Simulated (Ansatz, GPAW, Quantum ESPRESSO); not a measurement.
# SrLi2SnS4: valence-band photoemission, part 5 of 8

Wanted: projected DOS of SrLi2SnS4, weighted into photoemission and X-ray emission spectra, at several levels of theory.

Ansatz 0.2.0, Quantum ESPRESSO 7.5 and GPAW 26.7.0; DFT, PBE, plane-wave PAW, default files, scalar-relativistic (the session's first sound run).

So far. Step 4 (With LDA): At this level the gap is 2.46 eV on the path. Step 5 (Quantum ESPRESSO: self-consistent run): At this level the gap is 2.67 eV on the k-mesh of the self-consistent run, which can miss the band edges.

**7. Projected DOS and spectra**

Level of this step: DFT, PBE, plane waves, ultrasoft GBRV pseudopotentials, scalar-relativistic (Quantum ESPRESSO).

projwfc.x splits the states by atom and shell, which the spectra need, since each shell has its own cross section.

Contents of projwfc.in:

```
&projwfc
  prefix = 'pes'
  outdir = './tmp'
  filpdos = 'pes'
  ngauss = 0
  degauss = 0.00735
  DeltaE = 0.05
  Emin = -24.47
  Emax = 17.53
/
```

Command:

```sh
> OMP_NUM_THREADS=1 mpirun -n 4 projwfc.x -nk 4 -in projwfc.in > projwfc.out
```

The log of the run:

```text
[banner, memory and clock lines left out]
Program PROJWFC v.7.5 starts

          URL

     ./tmp/pes.save/

     IMPORTANT: XC functional enforced from input :
     Exchange-correlation= PBE
                           (   1   4   3   4   0   0   0)
     Any further DFT definition will be discarded
     Please, verify this is what you really want

     G-vector sticks info

     negative rho (up, down):  6.756E-02 0.000E+00

     Gaussian broadening (read from input): ngauss,degauss=   0    0.007350

     Calling projwave ....

  Problem Sizes
  natomwfc =           48
  nbnd     =           47
  nkstot   =           59
  npwx     =         5087
  nkb      =          126

     Atomic states used for projection
     (read from pseudopotential files):

     state #   1: atom   1 (Sn ), wfc  1 (l=2 m= 1)
     state #   2: atom   1 (Sn ), wfc  1 (l=2 m= 2)
     state #   3: atom   1 (Sn ), wfc  1 (l=2 m= 3)
     state #   4: atom   1 (Sn ), wfc  1 (l=2 m= 4)
     state #   5: atom   1 (Sn ), wfc  1 (l=2 m= 5)
     state #   6: atom   1 (Sn ), wfc  2 (l=0 m= 1)
     state #   7: atom   1 (Sn ), wfc  3 (l=1 m= 1)
     state #   8: atom   1 (Sn ), wfc  3 (l=1 m= 2)
     state #   9: atom   1 (Sn ), wfc  3 (l=1 m= 3)
     state #  10: atom   2 (Sr ), wfc  1 (l=0 m= 1)
     state #  11: atom   2 (Sr ), wfc  2 (l=1 m= 1)
     state #  12: atom   2 (Sr ), wfc  2 (l=1 m= 2)
     state #  13: atom   2 (Sr ), wfc  2 (l=1 m= 3)
     state #  14: atom   2 (Sr ), wfc  3 (l=2 m= 1)
     state #  15: atom   2 (Sr ), wfc  3 (l=2 m= 2)
     state #  16: atom   2 (Sr ), wfc  3 (l=2 m= 3)
     state #  17: atom   2 (Sr ), wfc  3 (l=2 m= 4)
     state #  18: atom   2 (Sr ), wfc  3 (l=2 m= 5)
     state #  19: atom   2 (Sr ), wfc  4 (l=0 m= 1)
     state #  20: atom   2 (Sr ), wfc  5 (l=1 m= 1)
     state #  21: atom   2 (Sr ), wfc  5 (l=1 m= 2)
     state #  22: atom   2 (Sr ), wfc  5 (l=1 m= 3)
     state #  23: atom   3 (S  ), wfc  1 (l=0 m= 1)
     state #  24: atom   3 (S  ), wfc  2 (l=1 m= 1)
     state #  25: atom   3 (S  ), wfc  2 (l=1 m= 2)
     state #  26: atom   3 (S  ), wfc  2 (l=1 m= 3)
     state #  27: atom   4 (S  ), wfc  1 (l=0 m= 1)
     state #  28: atom   4 (S  ), wfc  2 (l=1 m= 1)
     state #  29: atom   4 (S  ), wfc  2 (l=1 m= 2)
     state #  30: atom   4 (S  ), wfc  2 (l=1 m= 3)
     state #  31: atom   5 (S  ), wfc  1 (l=0 m= 1)
     state #  32: atom   5 (S  ), wfc  2 (l=1 m= 1)
     state #  33: atom   5 (S  ), wfc  2 (l=1 m= 2)
     state #  34: atom   5 (S  ), wfc  2 (l=1 m= 3)
     state #  35: atom   6 (S  ), wfc  1 (l=0 m= 1)
     state #  36: atom   6 (S  ), wfc  2 (l=1 m= 1)
     state #  37: atom   6 (S  ), wfc  2 (l=1 m= 2)
     state #  38: atom   6 (S  ), wfc  2 (l=1 m= 3)
     state #  39: atom   7 (Li ), wfc  1 (l=0 m= 1)
     state #  40: atom   7 (Li ), wfc  2 (l=0 m= 1)
     state #  41: atom   7 (Li ), wfc  3 (l=1 m= 1)
     state #  42: atom   7 (Li ), wfc  3 (l=1 m= 2)
     state #  43: atom   7 (Li ), wfc  3 (l=1 m= 3)
     state #  44: atom   8 (Li ), wfc  1 (l=0 m= 1)
     state #  45: atom   8 (Li ), wfc  2 (l=0 m= 1)
     state #  46: atom   8 (Li ), wfc  3 (l=1 m= 1)
     state #  47: atom   8 (Li ), wfc  3 (l=1 m= 2)
     state #  48: atom   8 (Li ), wfc  3 (l=1 m= 3)

 k =   0.0000000000  0.0000000000  0.0000000000
==== e(   1) =   -39.46811 eV ====
     psi = 0.494*[#  39]+0.494*[#  44]+0.010*[#  19]
    |psi|^2 = 1.000
==== e(   2) =   -39.46780 eV ====
     psi = 0.493*[#  39]+0.493*[#  44]+0.002*[#  40]+0.002*[#  45]+0.001*[#  25]
          +0.001*[#  26]+0.001*[#  29]+0.001*[#  30]+0.001*[#  33]+0.001*[#  34]
          +0.001*[#  37]+0.001*[#  38]
    |psi|^2 = 1.000
==== e(   3) =   -28.99935 eV ====
     psi = 0.975*[#  10]+0.011*[#  40]+0.011*[#  45]+0.003*[#  19]
    |psi|^2 = 1.000
==== e(   4) =   -15.88747 eV ====
     psi = 0.495*[#   2]+0.495*[#   3]+0.001*[#  23]+0.001*[#  27]+0.001*[#  31]
          +0.001*[#  35]
    |psi|^2 = 1.000
==== e(   5) =   -15.88747 eV ====
     psi = 0.495*[#   2]+0.495*[#   3]+0.001*[#  23]+0.001*[#  27]+0.001*[#  31]
          +0.001*[#  35]
    |psi|^2 = 1.000
==== e(   6) =   -15.87523 eV ====
     psi = 0.990*[#   5]+0.001*[#  23]+0.001*[#  27]+0.001*[#  31]+0.001*[#  35]

    |psi|^2 = 1.000
==== e(   7) =   -15.78556 eV ====
     psi = 0.998*[#   1]
    |psi|^2 = 1.000
==== e(   8) =   -15.76455 eV ====
     psi = 0.998*[#   4]
    |psi|^2 = 1.000
==== e(   9) =   -11.03694 eV ====
     psi = 0.977*[#  11]+0.003*[#  20]+0.003*[#   7]+0.002*[#  25]+0.002*[#  26]
          +0.002*[#  29]+0.002*[#  30]+0.002*[#  33]+0.002*[#  34]+0.002*[#  37]
          +0.002*[#  38]
    |psi|^2 = 1.000
==== e(  10) =   -11.02823 eV ====
     psi = 0.490*[#  12]+0.490*[#  13]+0.002*[#  24]+0.002*[#  28]+0.002*[#  32]
          +0.002*[#  36]+0.001*[#  21]+0.001*[#  22]
    |psi|^2 = 1.000
==== e(  11) =   -11.02823 eV ====
     psi = 0.490*[#  12]+0.490*[#  13]+0.002*[#  24]+0.002*[#  28]+0.002*[#  32]
          +0.002*[#  36]+0.001*[#  21]+0.001*[#  22]
    |psi|^2 = 1.000
==== e(  12) =    -7.58596 eV ====
     psi = 0.143*[#   6]+0.139*[#  23]+0.139*[#  27]+0.139*[#  31]+0.139*[#  35]
          +0.118*[#  19]+0.075*[#  40]+0.075*[#  45]+0.006*[#  14]+0.002*[#  10]
          +0.002*[#  25]+0.002*[#  26]+0.002*[#  29]+0.002*[#  30]+0.002*[#  33]
          +0.002*[#  34]+0.002*[#  37]+0.002*[#  38]+0.001*[#  24]+0.001*[#  28]
          +0.001*[#  32]+0.001*[#  36]
    |psi|^2 = 0.997
==== e(  13) =    -6.03747 eV ====
     psi = 0.184*[#  23]+0.184*[#  27]+0.184*[#  31]+0.184*[#  35]+0.037*[#  15]
          +0.037*[#  16]+0.036*[#   8]+0.036*[#   9]+0.024*[#  42]+0.024*[#  43]
          +0.024*[#  47]+0.024*[#  48]+0.003*[#   2]+0.003*[#   3]+0.003*[#  21]
          +0.003*[#  22]
    |psi|^2 = 0.999
==== e(  14) =    -6.03747 eV ====
     psi = 0.184*[#  23]+0.184*[#  27]+0.184*[#  31]+0.184*[#  35]+0.037*[#  15]
          +0.037*[#  16]+0.036*[#   8]+0.036*[#   9]+0.024*[#  42]+0.024*[#  43]
          +0.024*[#  47]+0.024*[#  48]+0.003*[#   2]+0.003*[#   3]+0.003*[#  21]
          +0.003*[#  22]
    |psi|^2 = 0.999
==== e(  15) =    -5.79099 eV ====
     psi = 0.208*[#  23]+0.208*[#  27]+0.208*[#  31]+0.208*[#  35]+0.075*[#  18]
          +0.070*[#   7]+0.006*[#   5]+0.004*[#  20]+0.003*[#  41]+0.003*[#  46]

    |psi|^2 = 0.999
==== e(  16) =    -0.69912 eV ====
     psi = 0.443*[#   6]+0.034*[#  24]+0.034*[#  28]+0.034*[#  32]+0.034*[#  36]
          +0.032*[#  25]+0.032*[#  26]+0.032*[#  29]+0.032*[#  30]+0.032*[#  33]
          +0.032*[#  34]+0.032*[#  37]+0.032*[#  38]+0.029*[#  23]+0.029*[#  27]
          +0.029*[#  31]+0.029*[#  35]+0.014*[#  19]+0.009*[#  40]+0.009*[#  45]
          +0.007*[#  14]+0.001*[#  10]
    |psi|^2 = 0.995
[...]
+0.007*[#  38]
[...]
+0.002*[#  38]
[...]
+0.002*[#  38]
[...]
+0.005*[#  34]+0.005*[#  37]+0.005*[#  38]
[...]
+0.002*[#  15]+0.002*[#  16]
[...]
+0.002*[#  15]+0.002*[#  16]
[...]
+0.003*[#  39]+0.003*[#  44]
[...]
psi = 0.162*[#  17]+0.080*[#  41]+0.080*[#  46]
[...]
k =   0.1154793229  0.1154793229  0.0000000000
[...]
+0.001*[#  37]+0.001*[#  38]
[...]
+0.002*[#  43]+0.002*[#  47]+0.002*[#  48]
[...]
+0.001*[#  35]
[...]
+0.001*[#  35]
[...]
psi = 0.998*[#   1]
[...]
psi = 0.998*[#   4]
[...]
+0.001*[#  34]+0.001*[#  37]+0.001*[#  38]
[...]
+0.001*[#  32]+0.001*[#  36]+0.001*[#  40]+0.001*[#  45]
[...]
+0.001*[#  28]+0.001*[#  32]+0.001*[#  36]
[...]
+0.002*[#  40]+0.002*[#  45]+0.002*[#  11]
[...]
+0.003*[#   9]+0.003*[#  41]+0.003*[#  46]
[...]
+0.002*[#  47]+0.002*[#  48]+0.002*[#   8]+0.002*[#   9]
[...]
+0.001*[#  23]+0.001*[#  27]+0.001*[#  31]+0.001*[#  35]
[...]
+0.004*[#  35]+0.003*[#   7]+0.003*[#  14]+0.001*[#  11]
[...]
+0.002*[#  39]+0.002*[#  44]+0.001*[#  15]+0.001*[#  16]
[...]
+0.003*[#   9]+0.002*[#  15]+0.002*[#  16]
[...]
+0.004*[#  13]+0.003*[#  40]+0.003*[#  45]+0.001*[#   7]
[...]
+0.001*[#   4]+0.001*[#   8]+0.001*[#   9]
[...]
+0.001*[#   2]+0.001*[#   3]
[...]
+0.002*[#  35]+0.001*[#  15]+0.001*[#  16]
[...]
+0.002*[#  21]+0.002*[#  22]
[...]
+0.002*[#  40]+0.002*[#  45]
[...]
+0.002*[#  40]+0.002*[#  45]
[...]
+0.003*[#  38]+0.002*[#  10]+0.001*[#  19]
[...]
+0.001*[#  16]+0.001*[#  10]
[...]
+0.001*[#  39]+0.001*[#  44]
[...]
+0.003*[#  37]+0.003*[#  38]+0.003*[#   6]
[...]
+0.001*[#  41]+0.001*[#  46]
[...]
k =   0.2309586458  0.2309586458  0.0000000000
[...]
+0.005*[#  40]+0.005*[#  45]+0.004*[#  19]
[...]
psi = 0.998*[#   1]
[...]
psi = 0.998*[#   4]
[...]
k =   0.3464379686  0.3464379686  0.0000000000
[...]
psi = 0.486*[#  39]+0.486*[#  44]+0.011*[#  21]+0.011*[#  22]
[...]
psi = 0.998*[#   1]
[...]
psi = 0.998*[#   4]
[...]
k =  -0.4619172915 -0.4619172915  0.0000000000
[...]
psi = 0.998*[#   1]
[...]
psi = 0.998*[#   4]
[...]
+0.001*[#  31]+0.001*[#  35]
[...]
+0.002*[#  32]+0.002*[#  36]
[...]
k =   0.1154793229 -0.0000000000  0.0971175563
[...]
+0.001*[#  37]+0.001*[#  38]
[...]
psi = 0.972*[#  10]+0.009*[#  40]+0.009*[#  45]+0.003*[#  19]
[...]
==== e(   7) =   -15.78560 
[... cut ...]
.003*[#  25]+0.003*[#  26]+0.003*[#  29]+0.003*[#  30]
          +0.003*[#  33]+0.003*[#  34]+0.003*[#  37]+0.003*[#  38]
[...]
k =  -0.0000000000 -0.0000000000  0.5827053380
[...]
psi = 0.998*[#   1]
[...]
psi = 0.998*[#   4]
[...]
+0.003*[#  27]+0.003*[#  31]+0.003*[#  35]
[...]
+0.005*[#  16]+0.003*[#   2]+0.003*[#   3]
[...]
+0.005*[#  16]+0.003*[#   2]+0.003*[#   3]
[...]
+0.002*[#   7]+0.001*[#  40]+0.001*[#  45]+0.001*[#  10]
[...]
+0.001*[#   1]+0.001*[#  14]
[...]
+0.002*[#  23]+0.002*[#  27]+0.002*[#  31]+0.002*[#  35]
[...]
+0.002*[#  23]+0.002*[#  27]+0.002*[#  31]+0.002*[#  35]
[...]
+0.001*[#  33]+0.001*[#  34]+0.001*[#  37]+0.001*[#  38]
[...]
+0.003*[#  27]+0.003*[#  31]+0.003*[#  35]+0.002*[#   7]
[...]
+0.010*[#  38]
[...]
+0.010*[#  38]
[...]
+0.001*[#  40]+0.001*[#  45]+0.001*[#  39]+0.001*[#  44]
[...]
+0.005*[#   7]
[...]
+0.004*[#  37]+0.004*[#  38]
[...]
+0.004*[#  37]+0.004*[#  38]
[...]
+0.002*[#   6]
[...]
+0.002*[#  33]+0.002*[#  34]+0.002*[#  37]+0.002*[#  38]
[...]
+0.003*[#  34]+0.003*[#  37]+0.003*[#  38]
[...]
+0.006*[#  36]
[...]
+0.006*[#  36]
[...]
+0.004*[#  36]+0.002*[#  12]+0.002*[#  13]
[...]
+0.004*[#  36]+0.002*[#  12]+0.002*[#  13]
[...]
+0.001*[#  39]+0.001*[#  44]
[...]
+0.015*[#  31]+0.015*[#  35]+0.014*[#  24]+0.014*[#  28]+0.014*[#  32]
          +0.014*[#  36]+0.009*[#   6]+0.006*[#  18]+0.006*[#  10]+0.006*[#  25]
          +0.006*[#  26]+0.006*[#  29]+0.006*[#  30]+0.006*[#  33]+0.006*[#  34]
          +0.006*[#  37]+0.006*[#  38]
[...]
psi = 0.048*[#  17]+0.043*[#  41]+0.043*[#  46]+0.012*[#  40]+0.012*[#  45]
          +0.002*[#  25]+0.002*[#  26]+0.002*[#  29]+0.002*[#  30]+0.002*[#  33]
          +0.002*[#  34]+0.002*[#  37]+0.002*[#  38]
[...]
psi = 0.338*[#  40]+0.338*[#  45]+0.010*[#  25]+0.010*[#  26]+0.010*[#  29]
          +0.010*[#  30]+0.010*[#  33]+0.010*[#  34]+0.010*[#  37]+0.010*[#  38]
          +0.010*[#  17]+0.003*[#  39]+0.003*[#  44]
[...]
psi = 0.123*[#  21]+0.123*[#  22]+0.041*[#  42]+0.041*[#  43]+0.041*[#  47]
          +0.041*[#  48]+0.040*[#  15]+0.040*[#  16]+0.003*[#   8]+0.003*[#   9]
          +0.002*[#  25]+0.002*[#  26]+0.002*[#  29]+0.002*[#  30]+0.002*[#  33]
          +0.002*[#  34]+0.002*[#  37]+0.002*[#  38]+0.001*[#  12]+0.001*[#  13]

[...]
k =  -0.9238345830 -0.1154793229 -0.0971175563
[...]
psi = 0.488*[#  39]+0.488*[#  44]+0.012*[#  17]
    |psi|^2 = 1.000
==== e(   2) =   -39.46791 eV ====
     psi = 0.488*[#  39]+0.488*[#  44]+0.019*[#  20]+0.001*[#  40]+0.001*[#  45]

    |psi|^2 = 1.000
==== e(   3) =   -28.99913 eV ====
     psi = 0.961*[#  10]+0.011*[#  41]+0.011*[#  46]+0.004*[#  19]
    |psi|^2 = 1.000
==== e(   4) =   -15.88613 eV ====
     psi = 0.495*[#   2]+0.495*[#   3]+0.001*[#  23]+0.001*[#  27]+0.001*[#  31]
          +0.001*[#  35]
    |psi|^2 = 1.000
==== e(   5) =   -15.88612 eV ====
     psi = 0.495*[#   2]+0.495*[#   3]+0.001*[#  23]+0.001*[#  27]+0.001*[#  31]
          +0.001*[#  35]
    |psi|^2 = 1.000
==== e(   6) =   -15.87455 eV ====
     psi = 0.990*[#   5]+0.001*[#  23]+0.001*[#  27]+0.001*[#  31]+0.001*[#  35]

    |psi|^2 = 1.000
==== e(   7) =   -15.78571 eV ====
     psi = 0.998*[#   1]
    |psi|^2 = 1.000
==== e(   8) =   -15.76466 eV ====
     psi = 0.998*[#   4]
    |psi|^2 = 1.000
==== e(   9) =   -11.07119 eV ====
     psi = 0.938*[#  11]+0.015*[#  12]+0.015*[#  13]+0.005*[#   7]+0.005*[#  40]
          +0.005*[#  45]+0.003*[#  23]+0.003*[#  27]+0.003*[#  31]+0
```

Wall time 2.5 s (4 MPI ranks of Arm Neoverse V2, shared host).

This step gave:

```
gap from the DOS mesh                          : 2.669 eV
share of occupied states in no projected shell : 0.0023 of the occupied states in the window
```

The DOS has structure finer than the step of the table below, so its rows give means over 2 eV, whole bins alone (the curve runs from -22.8 to 9.44 eV). Peaks (eV: height): total -21.0: 37.4, -16.2: 25.6, -11.2: 16.3, -0.6: 12.1; S 3p -6.1: 2.94, -1.7: 7.48, -0.6: 11.0, 3.0: 2.95; S 3s -12.3: 3.23, -11.2: 11.9; Sn 5p -11.2: 1.16, -3.7: 1.21, 4.7: 1.18, 5.8: 1.41; Li 2p 7.7: 1.43, 8.2: 1.74, 8.5: 1.82, 8.8: 1.56.

DOS against E, zero at the valence-band maximum; means over each step; 7 of 12 lines; values in states/eV/cell:

| E (eV) | total | S 3p | S 3s | Sn 5p | Li 2p | Sr 4d | Sn 5s |
| --- | --- | --- | --- | --- | --- | --- | --- |
| -20 | 3.98 | 0.0113 | 0.00979 | 3.5e-4 | 9.4e-4 | 5.6e-4 | 0 |
| -18 | 0 | 0 | 0 | 0 | 0 | 0 | 0 |
| -16 | 3.00 | 0.0237 | 0.0161 | 0.00292 | 0.0325 | 8.1e-4 | 5.9e-4 |
| -14 | 0 | 0 | 0 | 0 | 0 | 0 | 0 |
| -12 | 3.54 | 0.0426 | 2.38 | 0.185 | 0.293 | 0.137 | 0.144 |
| -10 | 0.463 | 0.00191 | 0.356 | 0.0320 | 0.0278 | 0.0197 | 0.00109 |
| -8 | 0 | 0 | 0 | 0 | 0 | 0 | 0 |
| -6 | 1.000 | 0.404 | 0.170 | 0.00317 | 0.0202 | 0.0252 | 0.357 |
| -4 | 1.77 | 1.12 | 0.0384 | 0.359 | 0.0885 | 0.0725 | 0.00879 |
| -2 | 6.12 | 4.76 | 0.0811 | 0.320 | 0.337 | 0.251 | 0.0190 |
| 0 | 3.10 | 2.78 | 0.0249 | 0.0378 | 0.103 | 0.0885 | 0.00490 |
| 2 | 0.522 | 0.201 | 0.0399 | 0.00968 | 0.0245 | 0.0465 | 0.152 |
| 4 | 3.55 | 0.534 | 0.277 | 0.540 | 0.455 | 0.990 | 0.169 |
| 6 | 6.08 | 0.728 | 0.270 | 0.822 | 0.703 | 2.01 | 0.0559 |
| 8 | 5.47 | 0.512 | 0.136 | 0.247 | 1.15 | 0.880 | 0.0170 |

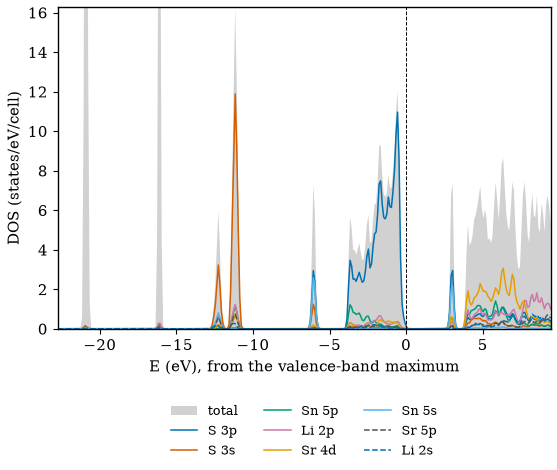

DOS, plotted against E. The peaks of deep states run off the scale.

Simulated valence spectra by photon energy, shown to 13 eV, since a deeper line would dwarf them at some energies; the 100 % can be that line's tail at the edge; this run's widths, added to any smearing of the DOS itself: Gaussian 0.1 eV, Lorentzian 0.1 eV. Table of intensity by binding energy, zero at the valence-band maximum; values in % of the maximum within 13 eV:

```
binding energy (eV)  21.2 eV  40.8 eV  1253.6 eV  1486.7 eV  8047.8 eV
                  0     5.63     3.50       1.76       1.54      0.438
                  2     57.7     36.3       18.3       16.3       6.26
                  4     4.53     2.85       1.62       1.50      0.961
                  6     22.4     24.4       24.2       24.2       37.1
                  8    0.133    0.285      0.230      0.225      0.207
                 10   0.0607    0.845      0.789      0.785      0.750
                 12        -     9.67       10.1       10.1       11.8
```

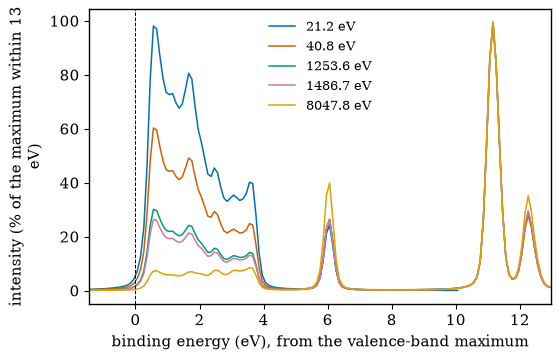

Intensity, plotted against binding energy.

Spectra as before, but with a recipe of its own (widths, and in some runs the light), which changes peak heights and what is resolved: Gaussian 0.1 eV, Lorentzian 0.1 eV plus 0 times the binding energy, unpolarised light, analyser at 54.7°, Fermi edge at 77 K; some photon energies differ too.

[end of part 5 of 8]

[Logs are printed without paths, hosts, clocks, repeated set-up lines and the standing remarks that a program may print on its own settings, such as how far it seeks lower states.]

[Hosts, paths, dates, database ids (printed as entryN), source tags and the programs' standing remarks are cut or masked in the printed files.]

[Maps of the electrostatic potential energy from Ansatz leave out the sawtooth potential of an applied field or a dipole correction, so their vacuum need not be flat; work functions include it.]

[Peak lists hold at most the 14 tallest peaks of each spectrum; further lines can be left out.]
